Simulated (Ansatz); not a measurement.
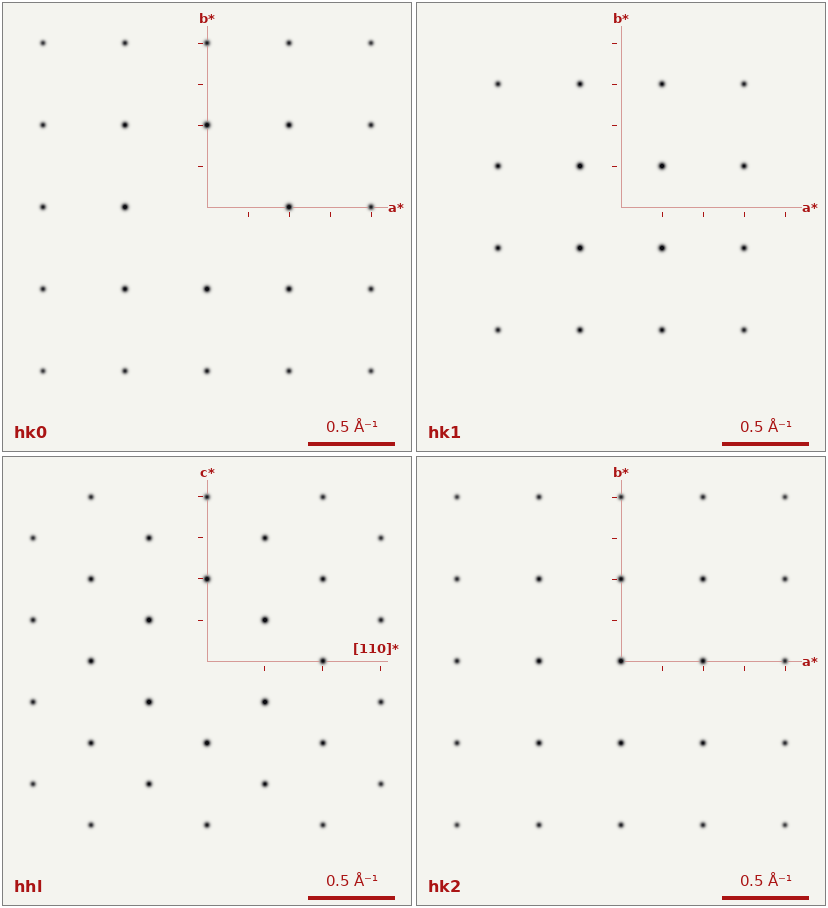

Simulated precession-type sections (X-rays; kinematic intensities, B = 0.5 Å²). The ticks mark integer indices of the conventional cell.

The compound is Ag. Structure: the input geometry of an electronic-structure calculation (not necessarily at equilibrium).

> Read the reciprocal cell and give the direct cell.

a* = 0.241, b* = 0.241, c* = 0.241 Å⁻¹; the cell is cubic with a = 4.15 Å.

> List the systematic absences.

Reflections are present only under these conditions. hkl: h + k = 2n, h + l = 2n; hk0: h = 2n, k = 2n; hhl: h + l = 2n; h00: h = 2n. The lattice is face-centred (F).

> Which space groups fit?

The intensities have Laue symmetry m-3m (the hk0 layer shows 4mm, hk1 shows 4mm). With these conditions the candidates are F432 (No. 209), F-43m (No. 216), Fm-3m (No. 225). Diffraction geometry alone does not choose among them; the structure has Fm-3m.
